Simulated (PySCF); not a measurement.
**C$_{6}$H$_{16}$N$_{2}$ (SMILES CCCN(CC)NC): density, localisation and related maps**

The calculation's input:

```
{"job": {"kind": "nmr", "xc": "PBE0", "basis": "pcSseg-1"}, "charge": 0, "multiplicity": 1}
C      3.080200    -0.735436    -0.019785
C      1.768087    -0.530055    -0.764914
C      0.613422    -0.269554     0.196927
N     -0.638911    -0.124315    -0.524090
C     -1.808816    -0.091099     0.348552
C     -2.201034    -1.496494     0.792360
N     -0.562272     0.916938    -1.474072
C     -0.681586     2.285402    -0.989585
H      3.890808    -0.920517    -0.720269
H      3.329959     0.146887     0.566307
H      3.009818    -1.585605     0.655947
H      1.530009    -1.413778    -1.357315
H      1.852031     0.314633    -1.448109
H      0.839592     0.615524     0.817467
H      0.503418    -1.122905     0.868492
H     -2.637064     0.329089    -0.230984
H     -1.651918     0.548197     1.234132
H     -1.460958    -1.919336     1.465593
H     -3.157088    -1.466629     1.309803
H     -2.287676    -2.144271    -0.075432
H     -1.269515     0.736584    -2.181701
H      0.101382     2.471490    -0.255868
H     -0.521352     2.948355    -1.837821
H     -1.652270     2.526658    -0.534615
```

Launched as:

```sh
OMP_NUM_THREADS=1 python probes_run.py task.json out
```

Geometry: GFN2-xTB.

All numbers below come from PySCF 2.14.0, PBE0/pcSseg-1, SCF density, gas phase, non-relativistic.

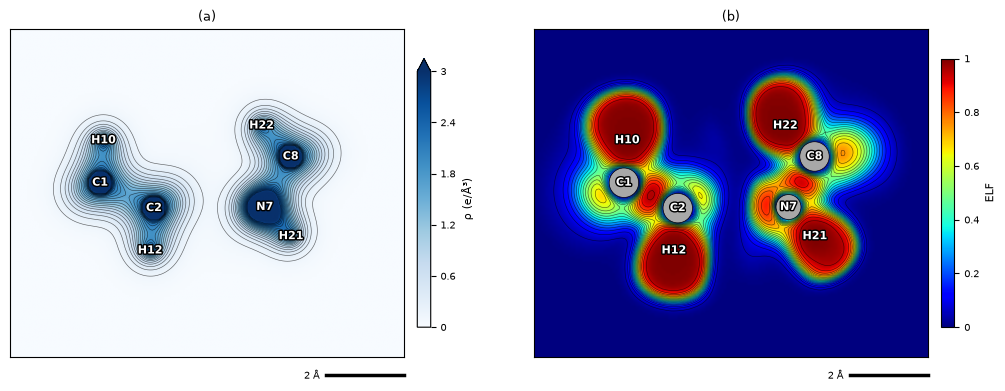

Figure 1. (a) total electron density; (b) electron localisation function on the plane of atoms C2, C1 and H10. Grey discs cover the atomic cores in the ELF map.

What do the fields say about this system?

Answer.
- Atoms in the plane: C, N and H.
- C–N (1.46 Å): ρ is about 1.9 e/Å³ halfway; the ELF peaks at about 0.95 between the atoms: a covalent bond.
- C–C (1.52 Å): ρ at the midpoint is about 1.6 e/Å³; the ELF peaks at about 0.95 between the atoms; a shared electron pair.
- N–H (1.02 Å): ρ at the midpoint is about 2.9 e/Å³; the ELF climbs to about 1 towards the hydrogen, as it does in any bond to H (an ordinary covalent bond to hydrogen).
- C–H (1.09 Å): the density is about 2 e/Å³ at the midpoint; the ELF climbs to about 1 towards the hydrogen (a covalent bond by its length).

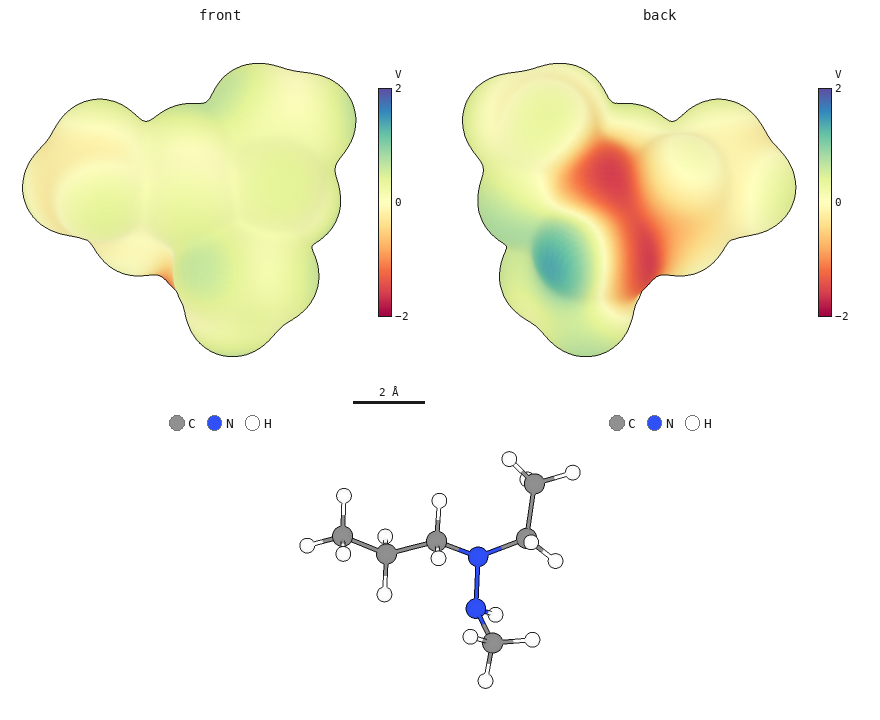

Figure 2. The molecular electrostatic potential painted on the density surface at 0.002 e/bohr³, seen from the front and from behind; red is negative and blue positive. The bare structure is drawn below in the same view.

Which sites attract a positive test charge, and which a negative one?

Answer. A positive charge is drawn to the negative regions and a negative charge to the positive ones. The most negative region (about −1.6 V) lies over N4 and N7, the most positive (about +1.3 V) over H21.
